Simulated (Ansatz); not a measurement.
**GeH5 (doublet): the correlation ladder at distance Ge1–H5 along a hydrogen transfer = 1.812 Å, cc-pVTZ**

How much of the correlation energy of GeH5 (doublet) does each wave-function method recover here?

Method: cc-pVTZ, core rule «outside noble gas», up to 14 orbitals frozen; program: Ansatz 0.2.0, Gaussian basis.

To be run: UHF; CCSD(T) on ROHF; CCSD(T) on UHF; BCCD(T) on ROHF; CCSDT(Q) on ROHF; CCSDT(Q) on UHF; CASSCF and NEVPT2, 3 electrons in 3 orbitals; CASSCF and NEVPT2, 9 electrons in 9 orbitals.

## 1. What is computed

The geometry derives from fragments relaxed apart (PBE0/def2-TZVP) and kept rigid, so it is no stationary point. A hydrogen atom is moved between rigid fragments. No spin-orbit coupling is included. The filled d shell of Ge may be among the frozen orbitals whatever the setting's name suggests; the logs give the count.

6 atoms, charge 0, spin multiplicity 2.

Atoms are counted from 1 here; the program's logs count them from 0.

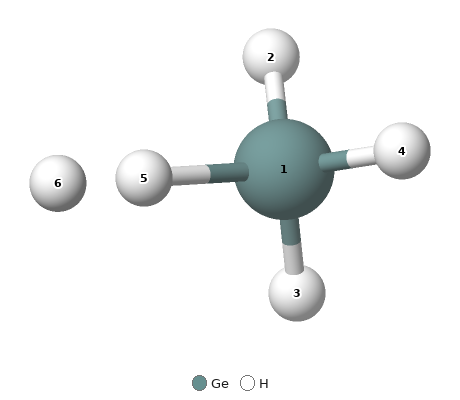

The geometry (germanium teal, hydrogen white); atoms are numbered from 1 in the order of the file.

## 2. UHF

Input file in.yaml:

```yaml
crystal:
  periodic: [false, false, false]
  atoms:
    - {symbol: Ge, position_ang: [-0.041595, 0.000000, 0.000000]}
    - {symbol: H, position_ang: [-0.553045, 1.446599, 0.000000]}
    - {symbol: H, position_ang: [-0.553045, -0.723300, 1.252791]}
    - {symbol: H, position_ang: [-0.553045, -0.723299, -1.252792]}
    - {symbol: H, position_ang: [1.770405, 0.000000, 0.000000]}
    - {symbol: H, position_ang: [2.886405, 0.000000, 0.000000]}
basis:
  gaussian: {orbitals: cc-pVTZ}
magnetization: {spin_polarized: true, initial_magnetization: 1}
hamiltonian: {xc: hf}
output: {orbitals: {seedname: orbitals}}
```

On the command line:

```sh
ansatz run in.yaml --threads 1 --pin off --events-out ev --progress --plain --max-ram 2816MiB --backend cpu
```

Further steps of the session: CCSD(T) on ROHF; CCSD(T) on UHF; BCCD(T) on ROHF; CCSDT(Q) on ROHF; CCSDT(Q) on UHF; CASSCF and NEVPT2, 3 electrons in 3 orbitals; CASSCF and NEVPT2, 9 electrons in 9 orbitals.

Q: Predict the results of all the runs planned. Wanted: UCCSDT(Q) below the RHF energy; RMP2 from UCCSDT(Q); UMP2 from UCCSDT(Q); RCCSD from UCCSDT(Q); RCCSD(T) from UCCSDT(Q); UCCSD(T) from UCCSDT(Q); RCCSDT(Q) from UCCSDT(Q); NEVPT2 pair from UCCSDT(Q); NEVPT2 valence from UCCSDT(Q).

**Answer**, as computed:

```
                         quantity                                                   value
   UCCSDT(Q) below the RHF energy                                              -5.3638 eV
              RMP2 from UCCSDT(Q)                                             +1072.1 meV
              UMP2 from UCCSDT(Q)                                             +1085.8 meV
             RCCSD from UCCSDT(Q)                                              +157.1 meV
          RCCSD(T) from UCCSDT(Q)                                               +29.3 meV
          UCCSD(T) from UCCSDT(Q)                                               +28.4 meV
         RCCSDT(Q) from UCCSDT(Q)                                                +2.2 meV
       NEVPT2 pair from UCCSDT(Q)                                              +989.5 meV
    NEVPT2 valence from UCCSDT(Q)                                              +948.2 meV
levels within 1 kcal/mol (43 meV)  RCCSD(T), UCCSD(T), BCCD(T), RCCSDT, UCCSDT, RCCSDT(Q)
                    T1 diagnostic                                                   0.030
   effectively unpaired electrons                                                    1.03
```

RCCSD(T) lands +29.3 meV from the yardstick (0.5 % of the correlation energy). One determinant dominates. Of the multireference levels listed NEVPT2 valence comes nearest in total energy (+948.2 meV), which doesn't show that its space is the better one. These misses are within one basis, not against nature; the frozen cores of restricted and unrestricted runs differ, which can shift their rows.
